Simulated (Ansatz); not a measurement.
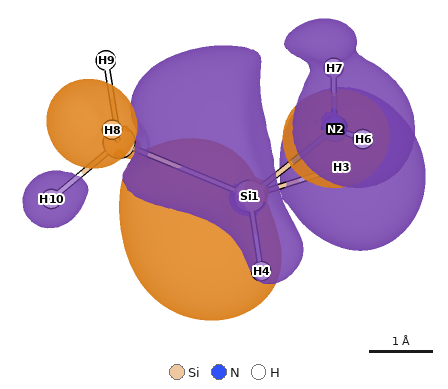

The picture shows: H7NSi2. One frontier orbital at ±0.08 Å⁻³ᐟ² (orange and purple are the two phases), seen across its widest extent.

A transition-state structure; geometry: PBE0-D4/def2-TZVP.

Computed with Ansatz 0.2.0, RKS PBE0-D4/def2-TZVPP.

```yaml
atoms:
  - { symbol: Si, position_ang: [-0.6373, -0.7873, 0.1224] }
  - { symbol: N, position_ang: [1.1774, -1.3221, 0.0204] }
  - { symbol: H, position_ang: [0.1358, -2.1055, -0.4104] }
  - { symbol: H, position_ang: [-0.8434, -0.9590, 1.5944] }
  - { symbol: Si, position_ang: [-0.8009, 1.5278, -0.2557] }
  - { symbol: H, position_ang: [1.7997, -1.3973, 0.8175] }
  - { symbol: H, position_ang: [1.6768, -1.1066, -0.8308] }
  - { symbol: H, position_ang: [0.1044, 2.3005, 0.6460] }
  - { symbol: H, position_ang: [-0.4147, 1.8489, -1.6587] }
  - { symbol: H, position_ang: [-2.1978, 2.0004, -0.0451] }
```

Question: Which orbital is it: HOMO or LUMO?

Answer: The LUMO, at −1.10 eV. It lies mainly on Si1 (about 40 %), Si5 (about 15 %), H3 (about 15 %), N2 (about 10 %) and H6 (about 5 %).
